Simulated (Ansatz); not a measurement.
The calculation's input:

```
basis:
  gaussian:
    orbitals: def2-TZVPD
crystal:
  periodic: [false, false, false]
  atoms:
    - {symbol: C, position_ang: [1.112141, 2.466509, 1.600503]}
    - {symbol: C, position_ang: [1.022315, 2.251134, 0.345384]}
    - {symbol: Ge, position_ang: [1.178724, 2.706326, -1.431315]}
    - {symbol: O, position_ang: [1.170832, 2.599648, 2.795325]}
    - {symbol: H, position_ang: [0.653444, 1.311764, -2.094364]}
total_charge: -1
magnetization:
  spin_polarized: false
  initial_magnetization: 0
hamiltonian:
  xc: {name: PBE0}
output: {forces: true, orbitals: {seedname: orbitals}}
```

Run with:

```sh
ansatz run input.yaml --threads 2 --pin off --max-ram 4350MiB --events-out events.jsonl --progress --plain --runs-dir runs
```

Geometry: PBE0-D3(BJ)/def2-SVPD.

All numbers below come from isolated molecule in a Gaussian basis; Kohn-Sham density functional theory, functional PBE0 in Ansatz.

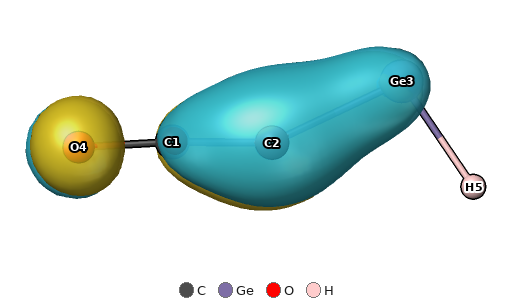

C2HGeO (SMILES O=C=[C]=[GeH-]) (charge −1). The HOMO−1 at ±0.15 Å⁻³ᐟ² (yellow and cyan are the two phases), seen across its widest extent.

Q: Where does this orbital lie, and at what energy?

A: By Hirshfeld shares it lies mainly on C2 (about 40 %), Ge3 (about 25 %), O4 (about 20 %) and C1 (about 15 %); it changes sign across the molecular plane (π type); π-bonding across C1–C2 and C2–Ge3; π-antibonding (a node) across C1–O4. Its energy is −1.75 eV.
